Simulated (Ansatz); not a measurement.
# CdWO4 (P2/c): a many-body input that goes wrong, and its mend

A first try at the G0W0 gap of CdWO4 (P2/c), what the program said, and an input that works.

Method: G0W0 on LDA, plane waves, PAW, in Ansatz 0.2.0.

## Step 1: Starting point

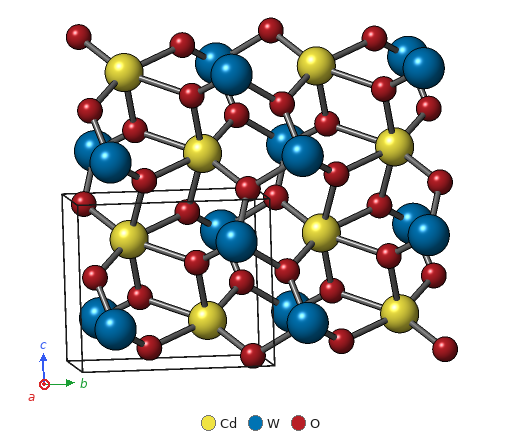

The starting structure, seen slightly off an axis (cadmium yellow, tungsten blue, oxygen red). 1×2×2 cells are drawn. Some periodic images of atoms are drawn too.

As a file:

```cif
data_structure
_symmetry_space_group_name_H-M 'P 1'
_symmetry_Int_Tables_number 1
_cell_length_a 5.0400
_cell_length_b 5.8701
_cell_length_c 5.0841
_cell_angle_alpha 90.000
_cell_angle_beta 91.476
_cell_angle_gamma 90.000
_cell_volume 150.36
loop_
_atom_site_label
_atom_site_type_symbol
_atom_site_fract_x
_atom_site_fract_y
_atom_site_fract_z
_atom_site_occupancy
Cd1 Cd 0.50000 0.69729 0.25000 1
Cd2 Cd 0.50000 0.30271 0.75000 1
W3 W 0.00000 0.17855 0.25000 1
W4 W 0.00000 0.82145 0.75000 1
O5 O 0.20180 0.09550 0.95040 1
O6 O 0.79820 0.09550 0.54960 1
O7 O 0.79820 0.90450 0.04960 1
O8 O 0.20180 0.90450 0.45040 1
O9 O 0.24200 0.37030 0.38390 1
O10 O 0.75800 0.37030 0.11610 1
O11 O 0.75800 0.62970 0.61610 1
O12 O 0.24200 0.62970 0.88390 1
```

The cell and positions come from the Crystallography Open Database and are kept as given unless a step says otherwise. Spin-orbit coupling is left out unless a step names it. The default PAW set here is soft_2. Its files were made with PBE.

## Step 2: First try

input.yaml reads:

```yaml
crystal:
  lattice:
    - [5.04, 0.0, 0.0]
    - [0.0, 5.8701, 0.0]
    - [-0.1309573182, 0.0, 5.0824131071]
  atoms:
    - { symbol: Cd, position: [0.5, 0.69729, 0.25] }
    - { symbol: Cd, position: [0.5, 0.30271, 0.75] }
    - { symbol: W, position: [0.0, 0.17855, 0.25] }
    - { symbol: W, position: [0.0, 0.82145, 0.75] }
    - { symbol: O, position: [0.2018, 0.0955, 0.9504] }
    - { symbol: O, position: [0.7982, 0.0955, 0.5496] }
    - { symbol: O, position: [0.7982, 0.9045, 0.0496] }
    - { symbol: O, position: [0.2018, 0.9045, 0.4504] }
    - { symbol: O, position: [0.242, 0.3703, 0.3839] }
    - { symbol: O, position: [0.758, 0.3703, 0.1161] }
    - { symbol: O, position: [0.758, 0.6297, 0.6161] }
    - { symbol: O, position: [0.242, 0.6297, 0.8839] }
kpoints:
  mp_grid: { grid: [2, 2, 2] }
hamiltonian:
  xc: lda
scf:
  occupations: { method: fixed }
gw:
  n_empty_bands: 244
  ecut_chi: 10
  qp_bands: [v4, c4]
  qp_kpoints: band_edges
  screening: { model: contour_deformation }
```

Command:

```sh
ansatz run input.yaml --threads 4 --pin off --max-ram 18432MiB --backend cpu --events-out ev --progress --plain --runs-dir out
```

Numbers of over 12 decimals in the logs are rounded to 6 here.

The log of the run:

```text
Engine: ansatz 0.2.0, aarch64-unknown-linux-gnu
Pseudopotentials: kind: paw
Pseudopotential: Cd, paw, valence charge 20, recommended cutoff 420 eV (normal), Cd.paw.azcp
Pseudopotential: W, paw, valence charge 14, recommended cutoff 420 eV (normal), W.paw.azcp
Pseudopotential: O, paw, valence charge 6, recommended cutoff 420 eV (normal), O.paw.azcp
Functional definition: SPW92
  exchange = slater_x
  correlation = pw_c
Crystal: 12 atoms, lattice volume = 150.365 Å³
Basis set: ecut = 420 eV, 2943 PW (Γ)
Bands: 70, of which v1, the nominal top of the filled ones, is band 58 counted from 1 (57 counted from 0)
Symmetry: 4 space group operations
Space group: P2/c (ITA 13), of the structure as read, at distance tolerance 5.3e-5 Å
k-points: 8
Non-local potential: Cd, projectors of the file, l = 0: 3, l = 1: 2, l = 2: 2, l = 3: 1
Non-local potential: W, projectors of the file, l = 0: 3, l = 1: 2, l = 2: 2, l = 3: 1
Non-local potential: O, projectors of the file, l = 0: 2, l = 1: 2, l = 2: 1
PAW form: soft (Blöchl's): semilocal exchange-correlation on the pseudo side does not see the compensation charge
PAW frozen core: Cd, regenerated for the run's functional, and the local potential with it (the file was generated under x = pbe(κ = 0.804, μ = 0.219515), c = pbe(β = 0.066725))
PAW frozen core: W, regenerated for the run's functional, and the local potential with it (the file was generated under x = pbe(κ = 0.804, μ = 0.219515), c = pbe(β = 0.066725))
PAW frozen core: O, regenerated for the run's functional, and the local potential with it (the file was generated under x = pbe(κ = 0.804, μ = 0.219515), c = pbe(β = 0.066725))
PAW one-centre angular grid: Cd, 590 points (default); XC on 64 Gauss nodes
PAW one-centre angular grid: W, 590 points (default); XC on 64 Gauss nodes
PAW one-centre angular grid: O, 110 points (default); XC on 64 Gauss nodes
Initial density: superposition of atomic densities (neutral atoms: chi_scale 0, normalization atom), corrected by the library's trained network
Initial wavefunctions: pseudopotential atomic-orbital guess
Functional: x = slater, c = lda
SCF iter   1: F=—  HF=-40940.144297 eV  |F-HF|=—  |Δ(HF+E_count)|=         —  Δρ=2.14e-2  dr2=6.46e-1  ethr=1.77e-3  ⟨swp⟩=4.8  Hψ=1897  notcnv=0  defer=72
preconditioner: auto → Resta (q_TF=auto, 2.613 Å⁻¹)  ε∞=6.7  [insulator: Δε(μ)=2.733 eV  Ē_g=11.633 eV  n_scr=40 (ndim 8)  ℏωp=27.8 eV  f_vac=0.057  ε∞_Penn≈6.7]
SCF iter   2: F=—  HF=-40940.012421 eV  |F-HF|=—  |Δ(HF+E_count)|=   1.32e-1  Δρ=7.18e-3  dr2=7.34e-2  ethr=5.57e-4  ⟨swp⟩=2.0  Hψ=870  notcnv=0  defer=68
SCF iter   3: F=—  HF=-40939.999232 eV  |F-HF|=—  |Δ(HF+E_count)|=   1.32e-2  Δρ=2.83e-3  dr2=1.01e-2  ethr=6.33e-5  ⟨swp⟩=2.0  Hψ=800  notcnv=0  defer=77
SCF iter   4: F=—  HF=-40939.996768 eV  |F-HF|=—  |Δ(HF+E_count)|=   2.46e-3  Δρ=1.25e-3  dr2=2.29e-3  ethr=8.72e-6  ⟨swp⟩=2.0  Hψ=777  notcnv=0  defer=79
SCF iter   5: F=—  HF=-40939.996372 eV  |F-HF|=—  |Δ(HF+E_count)|=   3.95e-4  Δρ=3.62e-4  dr2=1.46e-4  ethr=1.97e-6  ⟨swp⟩=2.0  Hψ=800  notcnv=0  defer=80
SCF iter   6: F=—  HF=-40939.996378 eV  |F-HF|=—  |Δ(HF+E_count)|=   5.97e-6  Δρ=1.09e-4  dr2=1.54e-5  ethr=1.26e-7  ⟨swp⟩=2.0  Hψ=709  notcnv=0  defer=41
SCF iter   7: F=—  HF=-40939.996384 eV  |F-HF|=—  |Δ(HF+E_count)|=   6.01e-6  Δρ=2.99e-5  dr2=1.45e-6  ethr=1.33e-8  ⟨swp⟩=2.2  Hψ=836  notcnv=0  defer=40
SCF iter   8: F=-40939.996385 eV  HF=-40939.996385 eV  |F-HF|=3.59e-9  |Δ(HF+E_count)|=   6.50e-7  Δρ=5.78e-6  dr2=7.94e-8  ethr=8.62e-11  ⟨swp⟩=9.1  Hψ=2114  notcnv=0
SCF 1 converged in 8 iterations: F = -40939.996385 eV  dr2 = 7.94e-8
[...]
NSCF: frozen V_eff on 8 k-points
G₀W₀ screening: q 1/8
[... further progress lines ...]
NSCF: frozen V_eff on 1 k-points
NSCF: frozen V_eff on 1 k-points
SCF converged after 8 iterations
Free energy (F): -40939.996385 eV
Harris-Foulkes:  -40939.996385 eV  (|F-HF|=3.59e-9)
Internal energy: -40939.996385 eV  (E = F + TS)
E sigma→0 (E₀):  -40939.996385 eV
Fermi energy:    8.726417 eV
--- Per-component energies (eV) ---
  E_band       = -1375.342547
  E_kinetic    = 3291.819186
  E_local      = -11333.149867  (includes V_loc(G=0)·N_el)
  E_nonlocal   = 494.486107
  E_hartree    = 4733.657628
  E_xc         = -1452.092882
  E_vxc        = -1654.551873  (∫ρ·V_xc dr)
  E_paw        = -25693.188485  (= ΣΔE_a)
  E_vpaw       = -1641.294702  (= ΣTr[D̂ρ^β])
  E_aug_tail   = 0.019785  (compensation charges beyond the density's cutoff)
  E_ewald      = -10984.422672
  E_core_change = 2.874815  (= ΣΔE_core)
  E_smearing   = -0.000000  (= −TS)
  E_closure    = -0.000000  (closes the sum)
  Σ components = -40939.996385   (vs F -40939.996385, Δ=0.00e0)
--- Band table (eV; the first three rows and the last of 8) ---
  k-point 0: bands = [... 54 lower, 8.0818, 8.2011, 8.4089, 8.4624, 12.0874, 12.5377, 12.5466, 12.7008, ... 8 higher]
  k-point 1: bands = [... 54 lower, 8.1657, 8.1657, 8.5992, 8.5992, 12.1256, 12.1256, 12.6062, 12.6062, ... 8 higher]
  k-point 2: bands = [... 54 lower, 7.9171, 8.0199, 8.1479, 8.7264, 11.7005, 12.5900, 12.5935, 12.9288, ... 8 higher]
  k-point 7: bands = [... 54 lower, 7.8850, 7.8850, 8.2786, 8.2786, 12.4243, 12.4243, 12.6612, 12.6612, ... 8 higher]
--- G₀W₀: contour deformation, 6 samples at zero and on the imaginary axis and 1 off it, 8 q-points, 244 empty bands' worth ---
  eigenvalues of the whole cell's RPA ε∞ on this k-mesh (on a slab, of 1 + 4πα/V) = 5.3999, 5.4241, 5.7718; static W/v taken at q = 0 is 0.180568
  gw.qp_kpoints: band_edges: 8 of 8 stored k-points solved, in 1 pass; an edge of the gap read off the rows below is read off those points alone
    ik  band        ε_KS         Σx   Σc(E_QP)       V_xc       Z   E_QP_lin       E_QP  E_QP is
     0    55      8.0818   -26.1817     3.9555   -21.1071  0.8155     6.9425     6.9627  root
     0    56      8.2011   -25.7567     3.9149   -20.7856  0.8166     7.1273     7.1449  root
     0    57      8.4089   -26.1068     3.9729   -21.0215  0.8170     7.2771     7.2965  root
     0    58      8.4624   -27.4076     3.7689   -22.6721  0.8233     7.4823     7.4957  root
     0    59     12.0874   -14.8928    -3.5970   -20.2971  0.8288    13.9442    13.8947  root
     0    60     12.5377   -16.0901    -3.8767   -21.9410  0.8220    14.5823    14.5120  root
     0    61     12.5466   -15.2858    -3.7488   -20.7856  0.8242    14.3485    14.2976  root
     0    62     12.7008   -16.4098    -3.8433   -22.1623  0.8208    14.6761    14.6100  root
     1    55      8.1657   -25.7830     3.9011   -20.8917  0.8166     7.1602     7.1755  root
     1    56      8.1657   -25.7830     3.9011   -20.8917  0.8166     7.1602     7.1755  root
     1    57      8.5992   -27.6574     3.6883   -22.9255  0.8240     7.5402     7.5556  root
     1    58      8.5992   -27.6574     3.6883   -22.9255  0.8240     7.5402     7.5556  root
     1    59     12.1256   -14.3200    -3.7233   -19.9311  0.8310    14.0676    14.0134  root
     1    60     12.1256   -14.3200    -3.7233   -19.9311  0.8310    14.0676    14.0134  root
[...]
7    58      8.2786   -26.5212     3.8916   -21.5836  0.8186     7.2159     7.2328  root
     7    59     12.4243   -15.9790    -3.8218   -21.7069  0.8224    14.3939    14.3304  root
     7    60     12.4243   -15.9790    -3.8218   -21.7069  0.8224    14.3939    14.3304  root
     7    61     12.6612   -15.1838    -3.8556   -20.9631  0.8249    14.6502    14.5848  root
     7    62     12.6612   -15.1838    -3.8556   -20.9631  0.8249    14.6502    14.5848  root
```

Wall time 25 s (4 threads of Arm Neoverse V1, shared host); peak memory 1.1 GiB.

**Diagnosis.**

The run ended normally, though the input holds a fault or crude settings.

The fault: screening cutoff of 10 eV. Nearly all local fields and short-range correlation are left out.

It printed a gap of 6.06 eV, which is an artefact of the settings.

## Step 3: A better input

Now the one-shot GW correction: screening in the RPA, then the self-energy of the levels asked for.

Changes to input.yaml since step 2:

```diff
@@ -19,3 +19,3 @@
 kpoints:
-  mp_grid: { grid: [2, 2, 2] }
+  mp_grid: { grid: [4, 2, 4] }
 hamiltonian:
@@ -25,4 +25,4 @@
 gw:
-  n_empty_bands: 244
-  ecut_chi: 10
+  n_empty_bands: 321
+  ecut_chi: 96
   qp_bands: [v4, c4]
```

The log of the run:

```text
[...]
Crystal: 12 atoms, lattice volume = 150.365 Å³
Basis set: ecut = 420 eV, 2943 PW (Γ)
Bands: 70, of which v1, the nominal top of the filled ones, is band 58 counted from 1 (57 counted from 0)
[... 1 set-up line as in the run before ...]
[...]
k-points: 20 of 32
[...]
SCF iter   1: F=—  HF=-40940.150740 eV  |F-HF|=—  |Δ(HF+E_count)|=         —  Δρ=2.13e-2  dr2=6.39e-1  ethr=1.77e-3  ⟨swp⟩=4.8  Hψ=4810  notcnv=0  defer=189
[...]
SCF iter   8: F=-40940.003535 eV  HF=-40940.003535 eV  |F-HF|=1.40e-9  |Δ(HF+E_count)|=   6.49e-7  Δρ=6.18e-6  dr2=8.84e-8  ethr=8.62e-11  ⟨swp⟩=8.6  Hψ=5199  notcnv=0
SCF 1 converged in 8 iterations: F = -40940.003535 eV  dr2 = 8.84e-8
[...]
NSCF: frozen V_eff on 20 k-points
G₀W₀ screening: q 1/20
[... further progress lines ...]
[...]
SCF converged after 8 iterations
Free energy (F): -40940.003535 eV
[...]
0    55      8.0815   -26.1448     4.7655   -21.1117  0.7343     7.8127     7.8139  root
     0    56      8.1989   -25.6624     4.6686   -20.7777  0.7345     7.9821     7.9829  root
     0    57      8.4076   -26.0435     4.7884   -21.0226  0.7339     8.1742     8.1751  root
     0    58      8.4604   -27.3092     4.4277   -22.6821  0.7510     8.2604     8.2610  root
     0    59     12.0849   -14.9590    -4.0274   -20.2989  0.7839    13.4204    13.3974  root
     0    60     12.5334   -16.1492    -4.3980   -21.9429  0.7734    13.9604    13.9291  root
     0    61     12.5439   -15.4177    -4.1342   -20.8523  0.7765    13.8700    13.8444  root
     0    62     12.6949   -16.4518    -4.2970   -22.1633  0.7673    14.1436    14.1095  root
[...]
19    59     12.4191   -16.0262    -4.3300   -21.7078  0.7728    13.8001    13.7707  root
    19    60     12.4191   -16.0262    -4.3300   -21.7078  0.7728    13.8001    13.7707  root
    19    61     12.6578   -15.2865    -4.3539   -20.9702  0.7809    14.0147    13.9876  root
    19    62     12.6578   -15.2865    -4.3539   -20.9702  0.7809    14.0147    13.9876  root
[key lines of the parts left out:]
Fermi energy:    8.722883 eV
```

Run time: 7 min. Hardware: 4 threads; peak memory 1.6 GiB; 27 min of CPU time.

This step gave:

```
bands summed                                 : 379
RPA ε∞ on this mesh (eigenvalues)            : 4.721, 5.057, 5.273
plane waves in the screening matrix          : 313
q-points in the mesh                         : 32
G0W0 gap on the mesh                         : 4.449 eV
k of the valence top                         : 0, -0.5, 0
k of the conduction bottom                   : 0, -0.5, 0
starting gap on the mesh                     : 2.974 eV
Z at the valence top                         : 0.7493
Z at the conduction bottom                   : 0.7886
least direct G0W0 gap on the computed points : 4.449 eV
```

The gap on the mesh goes from 2.97 eV to 4.45 eV, a correction of +1.47 eV. Between the two edge states, bare exchange in place of the xc potential would open the gap by 10.37 eV, and correlation takes back 8.89 eV.

## Step 4: Outcome

| Property | Result |
| --- | --- |
| first try | converged after 25 s |
| better run | G0W0 gap on the mesh 4.45 eV (4×2×4 mesh, 321 empty bands, screening to 96 eV) |

**Reading.** The second run differs in: mesh, empty bands and screening cutoff (eV). Bands and cutoff are finite, so the gap is not at the basis limit. The miss can reach some tenths of an eV and take either sign; the mesh is an error of its own. The 4×2×4 mesh is coarse for this cell (its supercell is 12 Å along the shortest edge). The RPA ε∞ on it, from the LDA start, is 4.72, 5.06 and 5.27; such meshes misread the long-range screening, most where the gap is narrow. A d shell, filled or nearly so, lies near the gap. One-shot GW converges very slowly in bands there, not always from below, and on a semilocal start the gap tends to come out low; starts rich in exact exchange can overshoot instead. The many-body steps are scalar-relativistic: spin-orbit coupling is not in them.

[Paths, hosts, dates, memory and timing lines, banners, echoed tables and standing remarks are left out of the program output.]

[Logs are printed without paths, hosts, clocks, repeated set-up lines and the standing remarks that a program may print on its own settings, such as how far it seeks lower states.]

[Runs of the session that timed out or met a known fault of the program may be left out.]

[Cells called generated may have been cut or substituted from an entry of the Crystallography Open Database or the Materials Project.]

[Hosts, paths, dates, database ids (printed as entryN), source tags and the programs' standing remarks are cut or masked in the printed files.]
